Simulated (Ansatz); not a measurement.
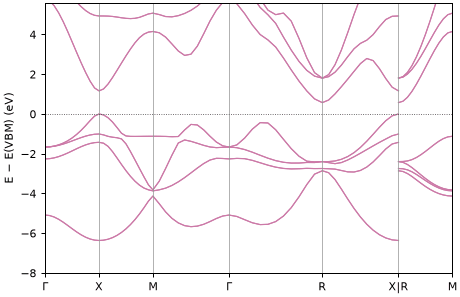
Figure. Band structure from the program Ansatz at the LDA with spin–orbit coupling level (PAW)

Task: Read off the gap and where the band edges lie.

Result: About 0.6 eV (0.57 eV by a search for the band edges); maximum at X, minimum at R.

The material is TlBr (CsCl type, Pm-3m).

The LDA relaxation kept the symmetry of its start.

Potentials: the later of the program's two PAW sets.
